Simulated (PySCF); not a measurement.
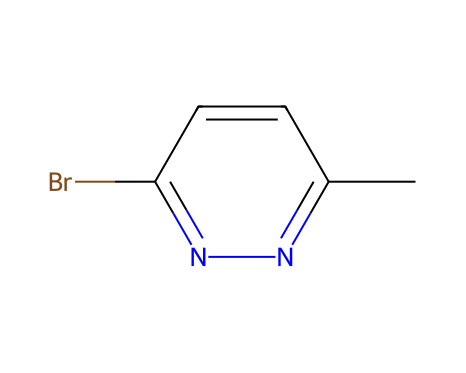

Skeletal drawing of a molecule.

Question: Give its SMILES.

Answer: Cc1ccc(Br)nn1

Question: Give the formula, hydrogens included.

Answer: C5H5BrN2.

Question: An optimisation with GFN2-xTB gave a structure of which point group?

Answer: Cs.

More results for the same structure follow; atom numbers are the same in all pictures, views and colours differ. Computed geometry: GFN2-xTB optimisation. No frequency run is at hand to confirm it as a minimum.

Dipole moment

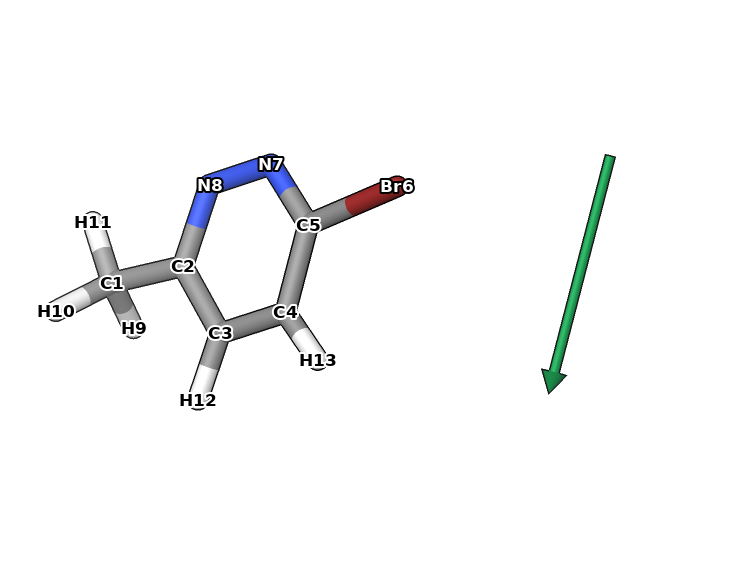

The arrow beside the molecule shows the direction of the dipole moment, from the negative to the positive end (its length means nothing). No frequency run is at hand to confirm it as a minimum. Level of theory: B3LYP/pcJ-1 (pcSseg-1 on Br), gas phase (PySCF 2.14.0).

Question: How large is the dipole moment?

Answer: 4.52 D; it points from the side of Br6 to the side of H12 (the outermost atoms at the two ends).

Spin–spin coupling

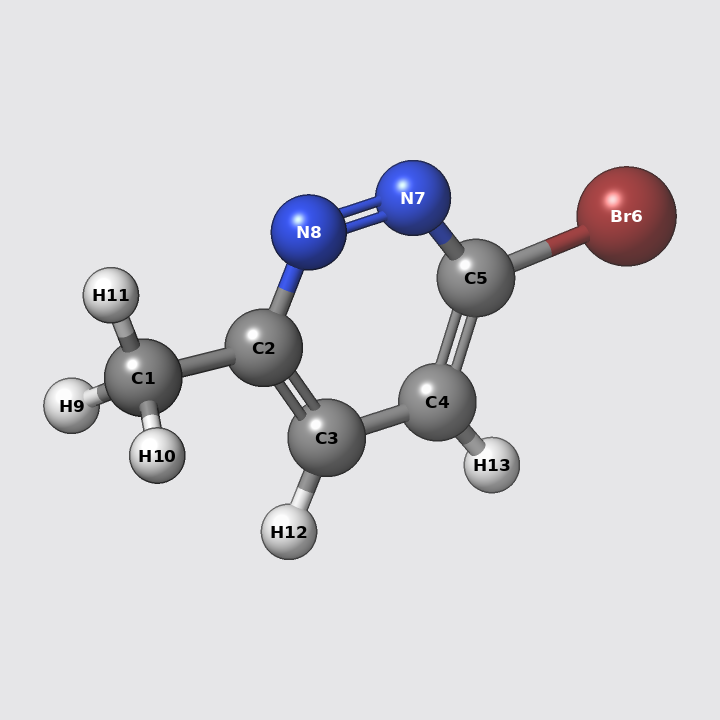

No frequency run is at hand to confirm it as a minimum. Level of theory: B3LYP/pcJ-1 (pcSseg-1 on Br) indirect spin-spin coupling, non-relativistic, gas phase (PySCF 2.14.0). Isotopes: 13C, 1H, 15N.

Give the spin–spin coupling constants of these pairs, with the number of bonds between them: C2/N8, C5/N7, C2/N7, C3/N8, C4/N7, C5/N8, C3/N7, C4/N8, N7/H13, N8/H10, N8/H11, N8/H9.

```csv
pair,bonds apart,J (Hz)
"C2, N8",1,7.3
"C5, N7",1,13.9
"C2, N7",2,4.6
"C3, N8",2,1.7
"C4, N7",2,2.2
"C5, N8",2,10.9
"C3, N7",3,−5.9
"C4, N8",3,−5.9
"N7, H13",3,−0.8
"N8, H10",3,−2.8
"N8, H11",3,−3.1
"N8, H9",3,−2.8
```

Quadrupole coupling

No frequency run is at hand to confirm it as a minimum. Electric field gradients from the ground-state density, B3LYP/pcJ-1 (pcSseg-1 on Br) (PySCF 2.14.0), non-relativistic apart from any core potentials.

Give the largest field-gradient component, the quadrupole coupling constant and the asymmetry for 79Br at Br6 (Q = 313 mb), 14N at N7 (Q = 20.44 mb), 14N at N8 (Q = 20.44 mb), 2H at H9 (Q = 2.86 mb), 2H at H11 (Q = 2.86 mb).

```
atom  V_zz (a.u.)  e²qQ/h (MHz)     η
 Br6        8.038         591.2  0.10
  N7       −1.283         −6.16  0.08
  N8       −1.279         −6.14  0.08
  H9        0.301         0.202  0.04
 H11        0.301         0.202  0.03
```

The geometry is semi-empirical. Around Br such bond lengths and angles can be off by a tenth of an ångström or more and by several degrees, and values that hang on the shape move with them.
